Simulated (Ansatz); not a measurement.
# SiH3O (SMILES O[SiH2]) at 6 levels

Wanted: a comparison of 6 runs (U-r2SCAN/STO-3G, U-wB97M-V/STO-3G, UCAM-B3LYP/STO-3G, RPA@PBE/STO-3G, UCCSDTQ/STO-3G, UCCSD(T)/STO-3G) of SiH3O. 

The calculation is run with Ansatz 0.2.0.

49 further runs of the same task are left out: 49 set aside as unsound or not needed.

### Step 1. The system as given

SiH3O has 5 atoms, charge 0, and is taken as a doublet. SMILES: `O[SiH2]`. The H5–Si2 distance was set to 2.896 Å, away from the relaxed value. At this shape a bond of the SMILES string is far longer than usual.

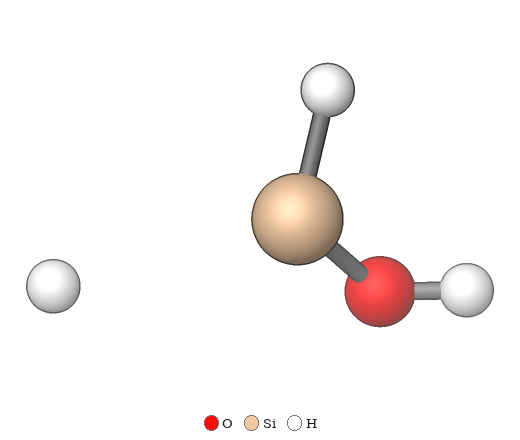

The structure, seen from a chosen angle (oxygen red, silicon light orange, hydrogen white).

### Step 2. A single-point energy at U-r2SCAN/STO-3G (run 1)

The input, input.yaml:

```yaml
basis:
  gaussian: {orbitals: STO-3G}
crystal:
  periodic: [false, false, false]
  atoms:
    - {symbol: O, position_ang: [0.599350, -1.807864, 0.343075]}
    - {symbol: Si, position_ang: [0.043970, -1.032154, -0.989325]}
    - {symbol: H, position_ang: [0.767730, -2.744764, 0.359415]}
    - {symbol: H, position_ang: [-1.202780, -1.627684, -1.456145]}
    - {symbol: H, position_ang: [-0.040110, 1.716040, -0.078560]}
magnetization: {spin_polarized: true, initial_magnetization: 1}
accuracy: high
hamiltonian: {xc: r2scan}
```

Command:

```console
ansatz run input.yaml --threads 1 --pin off --max-ram 2610MiB --events-out events.jsonl --progress --plain --runs-dir runs
```

Standard output:

```text
Warning: RAYON_NUM_THREADS=1 ignored (pool sized by the plan → 1); use --threads N
Functional definition: r2SCAN
  name "r2SCAN"
  parameter k0 = 0.174
  parameter k1 = 0.065
  parameter a1 = 4.9479
  exchange = r2scan_x(k0 = k0, k1 = k1, a1 = a1)
  correlation = r2scan_c
289 factors; integrals over basis functions are off by at most 3.1e-8 eV
mean field evaluation 1: about -9838.7915 eV, gradient 1.8e1 eV
mean field evaluation 2: about -9826.2623 eV, gradient 3.0e1 eV
mean field evaluation 4: about -9843.1053 eV, gradient 1.1e1 eV
mean field evaluation 8: about -9846.0517 eV, gradient 1.1e-1 eV
mean field evaluation 16: about -9846.0275 eV, gradient 2.5e-4 eV
mean field -9846.02754631 eV, -361.8348384496 hartree, gradient 3.4e-8 eV, S^2 0.820562; 2 other end points of the search recorded, 0 dependent functions left out
reference -9846.02754734 eV, -361.8348384876 hartree; 13, 12 occupied and 4, 5 virtual orbitals, 289 factors
Total energy: -9846.02754734 eV, -361.8348384876 hartree
```

Wall time 4.8 s (1 thread of Arm Neoverse V1, shared host); peak memory 0.21 GiB.

### Step 3. The energy at U-wB97M-V/STO-3G (run 2)

The input, molecule.yaml:

```yaml
basis:
  gaussian:
    orbitals: STO-3G
crystal:
  periodic: [false, false, false]
  atoms:
    - {symbol: O, position_ang: [0.599350, -1.807864, 0.343075]}
    - {symbol: Si, position_ang: [0.043970, -1.032154, -0.989325]}
    - {symbol: H, position_ang: [0.767730, -2.744764, 0.359415]}
    - {symbol: H, position_ang: [-1.202780, -1.627684, -1.456145]}
    - {symbol: H, position_ang: [-0.040110, 1.716040, -0.078560]}
magnetization:
  spin_polarized: true
  initial_magnetization: 1
hamiltonian:
  xc: {name: wB97M-V}
accuracy: high
```

Command:

```console
ansatz run molecule.yaml --threads 1 --pin off --max-ram 2610MiB --events-out events.jsonl --progress --plain --runs-dir runs
```

Standard output, cut to the lines that bear on the results:

```text
Warning: RAYON_NUM_THREADS=1 ignored (pool sized by the plan → 1); use --threads N
Functional definition: wB97M-V
  name "wB97M-V"
[...]
  gx(w, u) = 1 - cx + cx01*u + cx10*w
  gss(w, u) = css00 + css04*u^4 + css10*w + css20*w^2 + css43*w^4*u^3
  gos(w, u) = cos00 + cos10*w + (cos20 + cos21*u)*w^2 + (cos60 + cos61*u)*w^6
[...]
      + integral(e_c_pw_mod_opposite_spin*gos(b97_w_opposite, b97_u_opposite)) + vv10(b, c)
289 factors; integrals over basis functions are off by at most 3.1e-8 eV
130 factors; integrals over basis functions are off by at most 9.3e-10 eV
[...]
mean field -9847.73318559 eV, -361.8975195372 hartree, gradient 3.0e-8 eV, S^2 0.765008; 2 other end points of the search recorded, 0 dependent functions left out
reference -9847.73318823 eV, -361.8975196341 hartree; 13, 12 occupied and 4, 5 virtual orbitals, 289 factors
Total energy: -9847.73318823 eV, -361.8975196341 hartree
```

Wall time 25 s (1 thread of Arm Neoverse V1, shared host); peak memory 0.46 GiB.

Runs 3 to 4 aren't shown in full; the table further down has their settings and results.

### Step 4. The energy at UCCSDTQ/STO-3G (run 5)

The input, run.yaml:

```yaml
basis:
  gaussian:
    orbitals: STO-3G
crystal:
  periodic: [false, false, false]
  atoms:
    - {symbol: O, position_ang: [0.599350, -1.807864, 0.343075]}
    - {symbol: Si, position_ang: [0.043970, -1.032154, -0.989325]}
    - {symbol: H, position_ang: [0.767730, -2.744764, 0.359415]}
    - {symbol: H, position_ang: [-1.202780, -1.627684, -1.456145]}
    - {symbol: H, position_ang: [-0.040110, 1.716040, -0.078560]}
total_charge: 0
magnetization:
  spin_polarized: true
  initial_magnetization: 1
correlation:
  method: ccsdtq
  frozen_orbitals: {H: 0, O: 1, Si: 5}
accuracy: high
scf:
  omitted_lower_state_checks: [cluster_reference, increment]
```

Command:

```console
ansatz run run.yaml --threads 1 --pin off --max-ram 2610MiB --events-out events.jsonl --progress --plain --runs-dir runs
```

Standard output:

```text
Warning: RAYON_NUM_THREADS=1 ignored (pool sized by the plan → 1); use --threads N
[... 13 lines left out ...]
6 core orbitals not correlated: weight in the atoms' cores, before any rotation towards them, 1.000 or more for the frozen orbitals, at most 0.000 for the correlated occupied ones
[... 48 lines left out ...]
Total energy: -9825.71002368 eV, -361.0881832648 hartree
Checks for a lower state left out: cluster_reference, increment
```

It took 33 s on 1 thread of Arm Neoverse V1, shared host; peak memory 0.25 GiB.

### Step 5. The energy at UCCSD(T)/STO-3G (run 6)

The input, in.yaml:

```yaml
basis:
  gaussian: {orbitals: STO-3G}
crystal:
  periodic: [false, false, false]
  atoms:
    - {symbol: O, position_ang: [0.599350, -1.807864, 0.343075]}
    - {symbol: Si, position_ang: [0.043970, -1.032154, -0.989325]}
    - {symbol: H, position_ang: [0.767730, -2.744764, 0.359415]}
    - {symbol: H, position_ang: [-1.202780, -1.627684, -1.456145]}
    - {symbol: H, position_ang: [-0.040110, 1.716040, -0.078560]}
magnetization: {spin_polarized: true, initial_magnetization: 1}
correlation: {method: ccsd_t, frozen_orbitals: {H: 0, O: 1, Si: 5}}
accuracy: high
scf: {omitted_lower_state_checks: [cluster_reference, increment]}
```

Command:

```console
ansatz run in.yaml --threads 1 --pin off --max-ram 2610MiB --events-out events.jsonl --progress --plain --runs-dir runs
```

Standard output:

```text
Warning: RAYON_NUM_THREADS=1 ignored (pool sized by the plan → 1); use --threads N
[... 13 lines left out ...]
6 core orbitals not correlated: weight in the atoms' cores, before any rotation towards them, 1.000 or more for the frozen orbitals, at most 0.000 for the correlated occupied ones
[... 41 lines left out ...]
Total energy: -9825.69461248 eV, -361.0876169136 hartree
Checks for a lower state left out: cluster_reference, increment
```

Wall time 0.44 s (1 thread of Arm Neoverse V1, shared host).

### Step 6. Overview of the runs

```csv
run,level,frozen core orbitals,energy (Eh),⟨S²⟩,wall time
1,U-r2SCAN/STO-3G,–,-361.834838,0.821,4.8 s
2,U-wB97M-V/STO-3G,–,-361.897520,0.765,25 s
3,UCAM-B3LYP/STO-3G,–,-361.825973,0.803,2.3 s
4,RPA@PBE/STO-3G,6,-361.137733,0.791,2.8 s
5,UCCSDTQ/STO-3G,6,-361.088183,0.951,33 s
6,UCCSD(T)/STO-3G,6,-361.087617,0.951,0.44 s
```

### Step 7. What came out

| quantity | value |
| --- | --- |
| run 6: total energy | -361.08762 Eh |
| run 6: correlation energy (6 core orbitals frozen) | -91.1 mEh |
| run 6: (T) correction | -3.09 mEh |
| run 6: ⟨S²⟩ of the reference determinant | 0.951 |
| run 6: T1 diagnostic | 0.049 |

What this shows: Totals of different functionals can't be ranked against each other. In runs 1, 2, 3, 4, 5, 6 the basis is minimal, so the values are rough. Spin contamination of the reference: run 5 ⟨S²⟩ = 0.95, run 6 ⟨S²⟩ = 0.95. All runs together took 69 s, the longest 33 s.
